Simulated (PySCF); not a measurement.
```xyz
20

C     3.8905    1.1612   -0.7297
C     3.2910    0.2260   -0.2671
P     2.5252   -1.2352    0.3743
C     1.0404   -0.5986    0.6696
C    -0.1810   -0.2107    0.8933
C    -0.6091    0.3749    2.2095
C    -1.2385   -0.2511   -0.1963
C    -0.9955    0.8971   -1.1782
C    -1.2317   -1.5898   -0.9305
H     4.3835    2.0018   -1.1238
H     0.2185    0.4024    2.9140
H    -1.4161   -0.2231    2.6334
H    -0.9813    1.3885    2.0612
H    -2.2164   -0.1101    0.2765
H    -0.0360    0.7652   -1.6743
H    -0.9836    1.8543   -0.6610
H    -1.7786    0.9221   -1.9330
H    -2.0147   -1.6097   -1.6855
H    -0.2728   -1.7454   -1.4209
H    -1.3987   -2.4093   -0.2347
```

Geometry: GFN2-xTB.

Computed with PySCF 2.14.0, PBE0/pcSseg-1, SCF density, gas phase, non-relativistic.

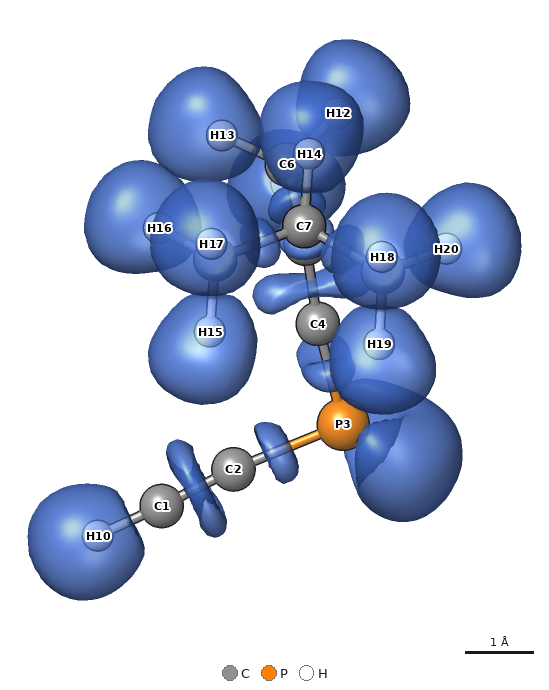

C₈H₁₁P (SMILES C#CP=C=C(C)C(C)C). Isosurface of the electron localisation function at 0.85 (blue), seen at an oblique angle. Only the valence region is drawn (cores and ρ < 0.01 e/Å³ removed).

### What do the ELF domains correspond to?

The ELF exceeds this value in six regions between bonded C–C atoms (shared pairs), two regions between bonded C–P atoms (shared pairs), eleven regions around hydrogen nuclei and one lobe on P, pointing away from the bonds (lone pairs).

Values along the shortest contacts:
C–C (1.20 Å): the ELF peaks at about 0.85 between the atoms: a multiple bond. C–P (1.64 Å): the ELF peaks at about 0.90 between the atoms: a covalent bond.
